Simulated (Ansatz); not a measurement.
Bands of a (7,0) ZnO nanotube, along its axis.

Computed with PBE (plane waves to 420 eV, PAW; Ansatz, a first-principles code). Mesh 1×1×6. No spin polarisation. It repeats along c; a and b span vacuum. A hypothetical model, rolled from the flat sheet. Symmetry and one short period hold its shape; lower forms weren't sought.

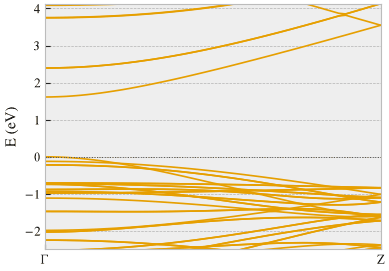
Figure: Bands from the zone centre to the zone edge (period 5.63 Å); the dotted line marks the highest filled level

Problem. Is it a metal or a semiconductor at this level? Give what the bands show.

Solution. A semiconductor in PBE.
```
Quantity                Result
--------  --------------------
PBE gap   1.61 eV, direct at Γ
```
